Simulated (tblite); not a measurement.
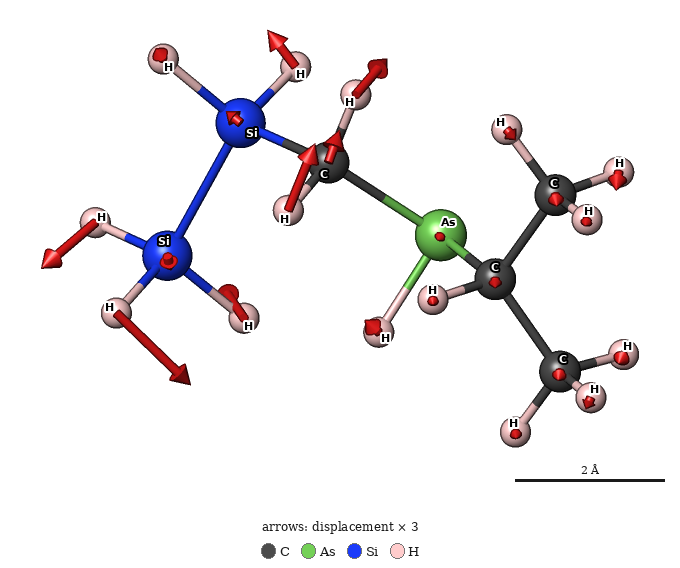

This is a relaxation of C$_{4}$H$_{15}$AsSi$_{2}$. The starting structure is drawn; red arrows show the displacements, magnified 3 times. The two geometries are superimposed by the best rigid fit.

Style: ball-and-stick. Shown at a tilt.

The calculation used GFN2-xTB geometry optimisation, gas phase (tblite). 

Q: What happened in the run?

A: An H atom moves most after the best rigid fit: 0.48 Å. Largest moves by element: H 0.48 Å, C 0.16 Å, Si 0.10 Å, As 0.04 Å. Some distances before and after: Si–Si 2.235 → 2.315 Å, As–H 1.557 → 1.512 Å, C–Si 1.863 → 1.906 Å, C–H 1.123 → 1.091 Å. Bond angles that change, for instance: Si–Si–H 108.5° → 113.4°, H–Si–H 110.1° → 106.0°, Si–Si–H 109.0° → 112.5°. After 121 geometry steps the energy has fallen by 5.89 kcal/mol.
